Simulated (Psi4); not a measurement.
# C2H5B (SMILES BC=C): a chain of runs

Aim: a geometry optimisation (singlet C2H5B, PBE0/def2-SVPD), then a single-point energy (doublet C2H5B+, UPBE0/def2-SVPD), then a structure relaxation (doublet C2H5B+, UPBE0/def2-SVPD), then the energy (doublet C2H5B−, UPBE0/def2-SVPD), then a structure relaxation (doublet C2H5B−, UPBE0/def2-SVPD) of C2H5B. 

Program for the calculation: Psi4 1.11.

## Step 1: The structure to begin with

The species is C2H5B (8 atoms), meant as a singlet with charge 0. SMILES: `BC=C`. The shape is that of a PBE0-D4/def2-TZVP optimisation. The run starts from this shape.

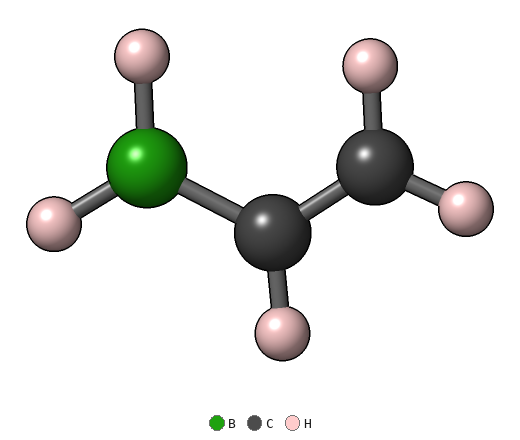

Viewed from a chosen angle; boron green, carbon dark grey, hydrogen pink.

## Step 2: A structure relaxation at PBE0/def2-SVPD (density fitting) (run 1)

run.py reads:

```python
import psi4

psi4.set_memory('1600 MB')
psi4.set_num_threads(1)
psi4.core.set_output_file('psi4.out', False)

m = psi4.geometry("""
0 1
B
C 1 1.534493
C 2 1.339262 1 120.51062
H 1 1.198574 2 118.69677 3 -0.03842
H 1 1.196673 4 119.29494 2 179.99234
H 2 1.088618 3 117.7423 1 179.98237
H 3 1.086421 2 120.59647 6 -179.99903
H 3 1.087241 7 116.43976 2 -179.99719
symmetry c1
""")

options = {'basis': 'def2-SVPD', 'reference': 'rks'}
psi4.set_options(options)

E, wfn = psi4.optimize('PBE0', molecule=m, return_wfn=True)
print(f'total energy {E:.8f} hartree = {E * 27.211386:.5f} eV')
m.save_xyz_file('final.xyz', False)
for k, v in sorted(psi4.core.scalar_variables().items()):
    print(f'{k:45s} {v:18.10f}')
```

Launch:

```
$ python run.py
```

psi4.out:

```text
[...]
  Running in c1 symmetry.
[...]
  Nuclear repulsion =   58.087438547500277
[...]
  Multiplicity = 1
[...]
  Nalpha       = 11
  Nbeta        = 11
[...]
    Number of basis functions: 100
[...]
   @DF-RKS iter   1:  -103.61425621671489   -4.98036e-01   5.63889e-03 ADIIS/DIIS
[...]
   @DF-RKS iter   7:  -103.80685525265913   -4.03588e-12   2.22471e-09 DIIS
[...]
    Orbital Energies [Eh]
    ---------------------
    Doubly Occupied:
       1A    -10.266368     2A    -10.231363     3A     -6.791651
       4A     -0.790157     5A     -0.604714     6A     -0.516407
       7A     -0.467752     8A     -0.416257     9A     -0.343118
      10A     -0.335963    11A     -0.312663
[...]
  @DF-RKS Final Energy:  -103.80685525265913
   => Energetics <=
    Nuclear Repulsion Energy =             57.7388606621728968
    One-Electron Energy =                -251.9667583212847717
    Two-Electron Energy =                 102.9650118484072863
    DFT Exchange-Correlation Energy =     -12.5439694419545464
    Empirical Dispersion Energy =           0.0000000000000000
    VV10 Nonlocal Energy =                  0.0000000000000000
    Total Energy =                       -103.8068552526591333
[...]
 Multipole Moments:
 ------------------------------------------------------------------------------------
     Multipole            Electronic (a.u.)      Nuclear  (a.u.)        Total (a.u.)
 ------------------------------------------------------------------------------------
 L = 1.  Multiply by 2.5417464519 to convert [e a0] to [Debye]
 Dipole X            :          0.0002820           -0.0002528            0.0000291
 Dipole Y            :          0.5661561           -0.7446008           -0.1784447
 Dipole Z            :         -0.2741151            0.7789584            0.5048433
 Magnitude           :                                                    0.5354524
[...]
  -Total Gradient:
     Atom            X                  Y                   Z
    ------   -----------------  -----------------  -----------------
       1        0.000011147013     0.000002896222    -0.000007020881
       2       -0.000002781240    -0.000002460731     0.000018825957
       3        0.000000148691     0.000029743281    -0.000034565754
       4       -0.000003554162    -0.000018031947     0.000003557267
       5       -0.000004555858     0.000004527084    -0.000008523291
       6        0.000000159266    -0.000000166716     0.000003070962
       7       -0.000000305462    -0.000006281203    -0.000002350726
       8       -0.000000263738    -0.000007607742     0.000005456197
[...]
```

Wall time 46 s (1 thread of Intel Xeon Platinum 8259CL at 2.50GHz (Skylake/Cascade Lake), shared host); peak memory 0.76 GiB.

Steps, from the record of the run:

```
step  energy from the first frame kept (eV)  largest force (eV/Å)
   0                                 0.0000                0.2799
   1                                -0.0081                0.0444
   2                                -0.0082                0.0099
   3                                -0.0082                0.0296
   4                                -0.0082                0.0023
```

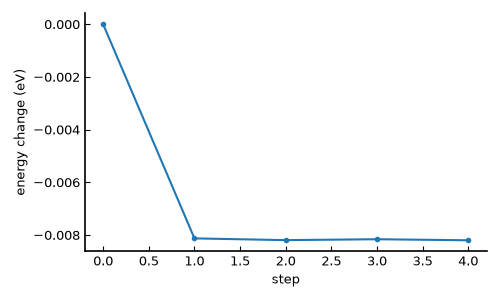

Energy along the run.

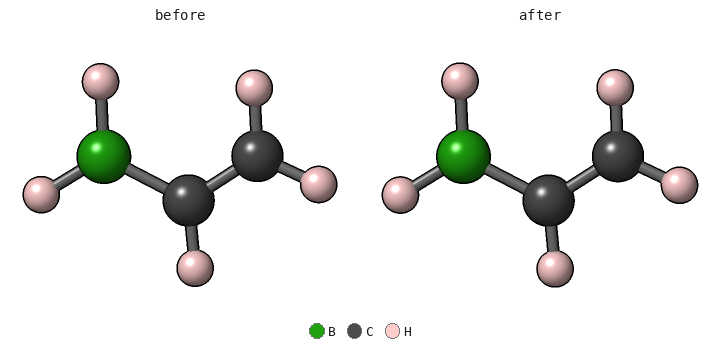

Before and after, at one scale.

After the run. Bond lengths: B1–C2 1.541 Å, C2–C3 1.347 Å, B1–H4 1.209 Å, B1–H5 1.207 Å, C2–H6 1.096 Å, C3–H7 1.094 Å, C3–H8 1.095 Å. Angles: B1–C2–C3 120.7°, B1–C2–H6 121.7°, C3–C2–H6 117.6°, C2–B1–H4 118.8°, C2–B1–H5 121.9°, C2–C3–H7 120.7°, C2–C3–H8 122.8°, H4–B1–H5 119.2°, H7–C3–H8 116.5°.

## Step 3: The doublet cation: a single-point energy at UPBE0/def2-SVPD (density fitting) (run 2)

job.dat reads:

```
memory 1600 mb

molecule {
  1 2
  B     -1.17800613     1.66350512    -1.32001527
  C      0.60799670     0.51964445     0.67509899
  C      0.87594475    -2.00266939     0.88795774
  H     -2.33808254     0.25639237    -2.69547700
  H     -1.44990749     3.91683723    -1.54628541
  H      1.70190813     1.71316712     1.96703293
  H     -0.17066873    -3.28312891    -0.35319548
  H      2.12547324    -2.88437402     2.28110352
  units bohr
  symmetry c1
}

set {
  reference uks
}

e, wfn = energy('pbe0/def2-SVPD', return_wfn=True)
```

Launch:

```
$ psi4 -n 1 job.dat job.out
```

job.out:

```text
[...]
  Running in c1 symmetry.
[...]
  Nuclear repulsion =   57.738858589455710
[...]
  Multiplicity = 2
[...]
  Nalpha       = 11
  Nbeta        = 10
[...]
    Number of basis functions: 100
[...]
   @DF-UKS iter   1:  -103.23179469022448   -1.39135e-01   5.02975e-03 DIIS/ADIIS
[...]
   @DF-UKS iter  11:  -103.40727840790464   -1.02812e-07   6.78992e-07 DIIS
[...]
   @S^2 Observed:                7.522254736E-01
[...]
    Orbital Energies [Eh]
    ---------------------
    Alpha Occupied:
       1A    -10.588271     2A    -10.560923     3A     -7.028248
       4A     -1.119563     5A     -0.892289     6A     -0.795923
       7A     -0.750181     8A     -0.676792     9A     -0.647862
      10A     -0.600150    11A     -0.552959
    Alpha Virtual:
      12A     -0.356508    13A     -0.215732    14A     -0.149834
      15A     -0.125269    16A     -0.106604    17A     -0.085106
      18A     -0.073732    19A     -0.047552    20A     -0.037653
      21A     -0.034007    22A     -0.026255    23A     -0.016748
      24A      0.000912    25A      0.018572    26A      0.036013
[...]
  @DF-UKS Final Energy:  -103.40727840790464
   => Energetics <=
    Nuclear Repulsion Energy =             57.7388585894557096
    One-Electron Energy =                -245.7813126720934633
    Two-Electron Energy =                  96.9764249950965791
    DFT Exchange-Correlation Energy =     -12.3412493203634543
    Empirical Dispersion Energy =           0.0000000000000000
    VV10 Nonlocal Energy =                  0.0000000000000000
    Total Energy =                       -103.4072784079046414
[...]
 Multipole Moments:
 ------------------------------------------------------------------------------------
     Multipole            Electronic (a.u.)      Nuclear  (a.u.)        Total (a.u.)
 ------------------------------------------------------------------------------------
 L = 1.  Multiply by 2.5417464519 to convert [e a0] to [Debye]
 Dipole X            :          0.2239457            0.2971907            0.5211364
 Dipole Y            :          0.3112067           -0.9905112           -0.6793045
 Dipole Z            :          0.2672963            0.3029379            0.5702342
 Magnitude           :                                                    1.0286908
[...]
```

It took 15 s on 1 thread of Intel Xeon Platinum 8259CL at 2.50GHz (Skylake/Cascade Lake), shared host; peak memory 0.71 GiB.

## Step 4: The doublet cation: a structure relaxation at UPBE0/def2-SVPD (density fitting) (run 3)

input.inp reads:

```
memory 1600 mb

molecule {
  1 2
  B
  C 1 1.54087
  C 2 1.346979 1 120.73921
  H 1 1.208755 2 118.8227 3 -0.00899
  H 1 1.207015 4 119.22806 2 -179.98994
  H 2 1.096078 3 117.59622 1 179.99434
  H 3 1.094187 2 120.67471 6 179.99958
  H 3 1.094717 7 116.48921 2 179.99853
  units angstrom
  symmetry c1
}

set {
  reference    uks
  geom_maxiter 50
}

E, wfn = opt('pbe0/def2-SVPD', return_wfn=True)
```

Launch:

```
$ psi4 -n 1 input.inp input.out
```

input.out:

```text
[...]
  Running in c1 symmetry.
[...]
  Nuclear repulsion =   57.738853993283172
[...]
  Multiplicity = 2
[...]
  Nalpha       = 11
  Nbeta        = 10
[...]
    Number of basis functions: 100
[...]
   @DF-UKS iter   1:  -103.23179446056868   -1.39136e-01   5.02976e-03 ADIIS/DIIS
[...]
   @DF-UKS iter   8:  -103.44433218087404   -3.11218e-12   3.12012e-09 DIIS
[...]
   @S^2 Observed:                7.566237049E-01
[...]
  @DF-UKS Final Energy:  -103.44433218087404
   => Energetics <=
    Nuclear Repulsion Energy =             56.8018453366262079
    One-Electron Energy =                -244.1997353305746401
    Two-Electron Energy =                  96.2471826407331008
    DFT Exchange-Correlation Energy =     -12.2936248276587072
    Empirical Dispersion Energy =           0.0000000000000000
    VV10 Nonlocal Energy =                  0.0000000000000000
    Total Energy =                       -103.4443321808740421
[...]
 Multipole Moments:
 ------------------------------------------------------------------------------------
     Multipole            Electronic (a.u.)      Nuclear  (a.u.)        Total (a.u.)
 ------------------------------------------------------------------------------------
 L = 1.  Multiply by 2.5417464519 to convert [e a0] to [Debye]
 Dipole X            :         -0.0616587            0.0898185            0.0281598
 Dipole Y            :          0.4319142           -0.4896955           -0.0577813
 Dipole Z            :         -0.5863308            0.9200688            0.3337381
 Magnitude           :                                                    0.3398717
[...]
  -Total Gradient:
     Atom            X                  Y                   Z
    ------   -----------------  -----------------  -----------------
       1        0.000006198229    -0.000015350975     0.000057693577
       2       -0.000034983742     0.000058290549    -0.000061657842
       3        0.000015373513    -0.000005801683    -0.000021837530
       4        0.000009237558    -0.000007510890    -0.000010800652
       5       -0.000000615434    -0.000001521293     0.000008705615
       6       -0.000002984499    -0.000018063208     0.000023631130
       7       -0.000004621277    -0.000008914647     0.000017321435
       8        0.000002616391    -0.000010602106     0.000003109046
[...]
```

On the terminal:

```text
Optimizer: Optimization complete!
```

Run time: 8.8 min. Hardware: 1 thread of Intel Xeon Platinum 8259CL at 2.50GHz (Skylake/Cascade Lake), shared host; peak memory 0.77 GiB.

Steps, from the record of the run:

```csv
step,energy from the first frame kept (eV),largest force (eV/Å)
0,0.0000,4.3390
2,-0.2700,0.2034
4,-0.2831,0.2084
6,1.2048,7.5852
8,0.4664,6.3816
10,-0.4712,2.5679
12,-0.5470,1.5636
14,-0.6130,1.3708
16,-0.6968,0.9704
18,-0.7235,0.7421
20,-0.7576,0.9184
22,-0.8492,0.9405
24,-0.9757,0.3519
26,-1.0064,0.1039
28,-1.0080,0.0496
30,-1.0083,0.0186
31,-1.0083,0.0047
```

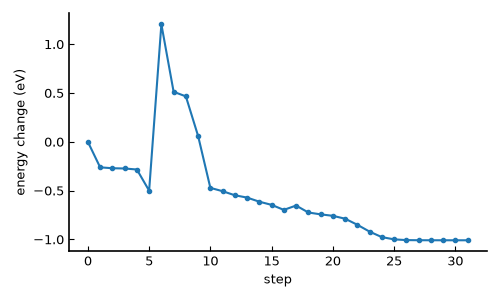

Energy along the run.

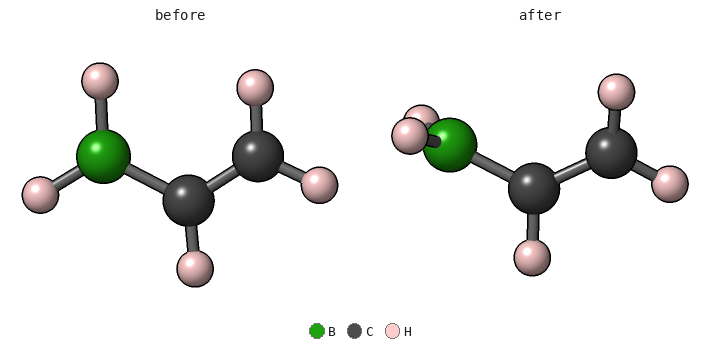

Before and after, at one scale.

After the run. Bond lengths: B1–C2 1.524 Å, C2–C3 1.393 Å, B1–H4 1.220 Å, B1–H5 1.202 Å, C2–H6 1.107 Å, C3–H7 1.096 Å, C3–H8 1.097 Å. Angles: B1–C2–C3 128.3°, B1–C2–H6 114.6°, C3–C2–H6 117.1°, C2–B1–H4 113.9°, C2–B1–H5 125.3°, C2–C3–H7 122.0°, C2–C3–H8 120.6°, H4–B1–H5 120.7°, H7–C3–H8 117.4°.

## Step 5: The doublet anion: a single-point energy at UPBE0/def2-SVPD (density fitting) (run 4)

run.py reads:

```python
import psi4

psi4.set_memory('1600 MB')
psi4.set_num_threads(1)
psi4.core.set_output_file('output.dat', False)

m = psi4.geometry("""
-1 2
B     -0.623374     0.880289    -0.698522
C      0.321738     0.274984     0.357247
C      0.463530    -1.059767     0.469887
H     -1.237260     0.135677    -1.426385
H     -0.767258     2.072701    -0.818259
H      0.900611     0.906569     1.040909
H     -0.090314    -1.737357    -0.186903
H      1.124752    -1.526345     1.207108
units angstrom
symmetry c1
""")

psi4.set_options({
    'basis': 'def2-SVPD',
    'reference': 'uks',
})

result = psi4.energy("PBE0", molecule=m)
print(f'total energy {result:.8f} hartree = {result * 27.211386:.5f} eV')
```

Launch:

```
$ python run.py
```

output.dat:

```text
[...]
  Running in c1 symmetry.
[...]
  Nuclear repulsion =   57.738858565006723
[...]
  Multiplicity = 2
[...]
  Nalpha       = 12
  Nbeta        = 11
[...]
    Number of basis functions: 100
[...]
   @DF-UKS iter   1:  -103.42055796009626   -3.27899e-01   7.70946e-03 DIIS/ADIIS
[...]
   @DF-UKS iter  10:  -103.81363914626172   -5.33291e-08   8.33152e-07 DIIS
[...]
   @S^2 Observed:                7.669952087E-01
[...]
    Orbital Energies [Eh]
    ---------------------
    Alpha Occupied:
       1A    -10.015055     2A    -10.000687     3A     -6.520030
       4A     -0.558167     5A     -0.378323     6A     -0.288384
       7A     -0.239185     8A     -0.189466     9A     -0.108515
      10A     -0.105145    11A     -0.097121    12A      0.065812
    Alpha Virtual:
      13A      0.180211    14A      0.199658    15A      0.219103
      16A      0.234716    17A      0.270331    18A      0.275932
      19A      0.293053    20A      0.306919    21A      0.317957
      22A      0.321296    23A      0.340955    24A      0.364184
      25A      0.381122    26A      0.396057    27A      0.416505
[...]
  @DF-UKS Final Energy:  -103.81363914626172
   => Energetics <=
    Nuclear Repulsion Energy =             57.7388585650067228
    One-Electron Energy =                -257.1577094359493003
    Two-Electron Energy =                 108.3378381196839371
    DFT Exchange-Correlation Energy =     -12.7326263950030771
    Empirical Dispersion Energy =           0.0000000000000000
    VV10 Nonlocal Energy =                  0.0000000000000000
    Total Energy =                       -103.8136391462617212
[...]
 Multipole Moments:
 ------------------------------------------------------------------------------------
     Multipole            Electronic (a.u.)      Nuclear  (a.u.)        Total (a.u.)
 ------------------------------------------------------------------------------------
 L = 1.  Multiply by 2.5417464519 to convert [e a0] to [Debye]
 Dipole X            :          0.3801366            0.2971907            0.6773273
 Dipole Y            :          0.2705373           -0.9905112           -0.7199739
 Dipole Z            :          0.4433225            0.3029379            0.7462603
 Magnitude           :                                                    1.2385634
[...]
```

The script printed:

```text
total energy -103.81363915 hartree = -2824.91301 eV
```

It took 15 s on 1 thread of Intel Xeon Platinum 8259CL at 2.50GHz (Skylake/Cascade Lake), shared host; peak memory 0.71 GiB.

## Step 6: The doublet anion: a geometry optimisation at UPBE0/def2-SVPD (density fitting) (run 5)

input.dat reads:

```
memory 1600 mb

molecule {
  -1 2
  B     -0.623374     0.880289    -0.698522
  C      0.321738     0.274984     0.357247
  C      0.463530    -1.059767     0.469887
  H     -1.237260     0.135677    -1.426385
  H     -0.767258     2.072701    -0.818259
  H      0.900611     0.906569     1.040909
  H     -0.090314    -1.737357    -0.186903
  H      1.124752    -1.526345     1.207108
  symmetry c1
}

set {
  basis def2-SVPD
  reference uks
  geom_maxiter 50
}

opt('pbe0')
print_variables()
```

Launch:

```
$ psi4 input.dat output.dat -n 1
```

output.dat:

```text
[...]
  Running in c1 symmetry.
[...]
  Nuclear repulsion =   57.738858565006723
[...]
  Multiplicity = 2
[...]
  Nalpha       = 12
  Nbeta        = 11
[...]
    Number of basis functions: 100
[...]
   @DF-UKS iter   1:  -103.42055796009626   -3.27899e-01   7.70946e-03 ADIIS/DIIS
[...]
   @DF-UKS iter   7:  -103.81840184564921   -3.97904e-12   6.04002e-09 DIIS
[...]
   @S^2 Observed:                7.686741061E-01
[...]
  @DF-UKS Final Energy:  -103.81840184564921
   => Energetics <=
    Nuclear Repulsion Energy =             56.8424210231777707
    One-Electron Energy =                -255.3653558308021161
    Two-Electron Energy =                 107.4126006125302411
    DFT Exchange-Correlation Energy =     -12.7080676505550976
    Empirical Dispersion Energy =           0.0000000000000000
    VV10 Nonlocal Energy =                  0.0000000000000000
    Total Energy =                       -103.8184018456492055
[...]
 Multipole Moments:
 ------------------------------------------------------------------------------------
     Multipole            Electronic (a.u.)      Nuclear  (a.u.)        Total (a.u.)
 ------------------------------------------------------------------------------------
 L = 1.  Multiply by 2.5417464519 to convert [e a0] to [Debye]
 Dipole X            :          0.2576239            0.3834910            0.6411149
 Dipole Y            :          0.1733400           -0.8906486           -0.7173086
 Dipole Z            :          0.3005417            0.4042925            0.7048343
 Magnitude           :                                                    1.1926237
[...]
  -Total Gradient:
     Atom            X                  Y                   Z
    ------   -----------------  -----------------  -----------------
       1        0.000000429594     0.000005730570     0.000008982589
       2       -0.000014707203     0.000065360420    -0.000013905353
       3        0.000000007927    -0.000076307564    -0.000003273508
       4        0.000003692394     0.000007198340     0.000000867959
       5       -0.000011915544    -0.000020030638    -0.000017177533
       6        0.000016387038    -0.000027441471     0.000016045592
       7       -0.000004077265     0.000016551196    -0.000004166127
       8        0.000004859720     0.000035560248     0.000006815005
[...]
```

On the terminal:

```text
Optimizer: Optimization complete!
```

Wall time 94 s (1 thread of Intel Xeon Platinum 8259CL at 2.50GHz (Skylake/Cascade Lake), shared host); peak memory 0.76 GiB.

The path in brief:

| step | energy from the first frame kept (eV) | largest force (eV/Å) |
| --- | --- | --- |
| 0 | 0.0000 | 2.3982 |
| 1 | -0.1161 | 0.6439 |
| 2 | -0.1281 | 0.0929 |
| 3 | -0.1294 | 0.0632 |
| 4 | -0.1296 | 0.0109 |
| 5 | -0.1296 | 0.0039 |

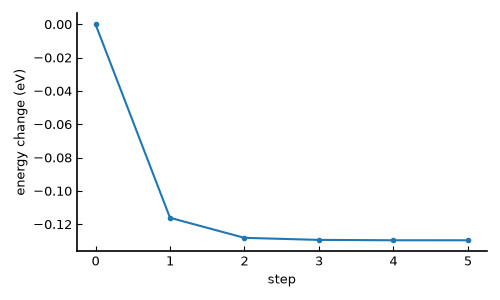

Energy along the run.

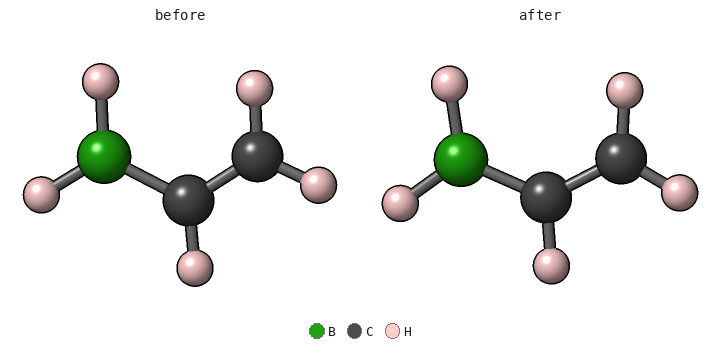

Before and after, at one scale.

After the run. Bond lengths: B1–C2 1.511 Å, C2–C3 1.392 Å, B1–H4 1.232 Å, B1–H5 1.230 Å, C2–H6 1.105 Å, C3–H7 1.097 Å, C3–H8 1.097 Å. Angles: B1–C2–C3 129.3°, B1–C2–H6 117.1°, C3–C2–H6 113.6°, C2–B1–H4 121.4°, C2–B1–H5 121.2°, C2–C3–H7 121.1°, C2–C3–H8 122.7°, H4–B1–H5 117.4°, H7–C3–H8 116.3°.

## Step 7: Results

| quantity | value |
| --- | --- |
| run 1, PBE0/def2-SVPD: total energy at the end | -103.80686 Eh |
| run 1, PBE0/def2-SVPD: dipole moment | 1.36 D |
| run 1, PBE0/def2-SVPD: HOMO energy | -8.51 eV |
| run 1, PBE0/def2-SVPD: LUMO energy | -2.13 eV |
| run 1, PBE0/def2-SVPD: HOMO–LUMO gap | 6.38 eV |
| doublet cation, run 2: total energy | -103.40728 Eh |
| doublet cation, run 2: HOMO energy (highest over α and β) | -15.03 eV |
| doublet cation, run 2: LUMO energy (lowest over α and β) | -13.22 eV |
| doublet cation, run 2: ⟨S²⟩ | 0.752 |
| doublet cation, run 3: total energy at the end | -103.44433 Eh |
| doublet cation, run 3: HOMO energy (highest over α and β) | -14.86 eV |
| doublet cation, run 3: LUMO energy (lowest over α and β) | -11.38 eV |
| doublet cation, run 3: ⟨S²⟩ | 0.757 |
| doublet anion, run 4: total energy | -103.81364 Eh |
| doublet anion, run 4: HOMO energy (highest over α and β) | 1.79 eV |
| doublet anion, run 4: LUMO energy (lowest over α and β) | 4.79 eV |
| doublet anion, run 4: ⟨S²⟩ | 0.767 |
| doublet anion, run 5: total energy at the end | -103.81840 Eh |
| doublet anion, run 5: HOMO energy (highest over α and β) | 1.52 eV |
| doublet anion, run 5: LUMO energy (lowest over α and β) | 4.53 eV |
| doublet anion, run 5: ⟨S²⟩ | 0.769 |
| adiabatic electron affinity (to the doublet anion, no zero-point term) | 0.314 eV |
| adiabatic ionisation energy (to the doublet cation, no zero-point term) | 9.865 eV |

The adiabatic electron affinity (to the doublet anion, no zero-point term) is 0.31 eV (7.2 kcal/mol). The adiabatic ionisation energy (to the doublet cation, no zero-point term) is 9.86 eV (952 kJ/mol). The optimisation (run 1, PBE0/def2-SVPD) took 5 steps and changed the energy by -0.008 eV. The optimisation (doublet cation, run 3) took 32 steps and changed the energy by -1.008 eV. The HOMO (doublet anion, run 4) lies at positive energy, 1.79 eV; only total energies tell whether the electron is bound. The optimisation (doublet anion, run 5) took 6 steps and changed the energy by -0.130 eV.
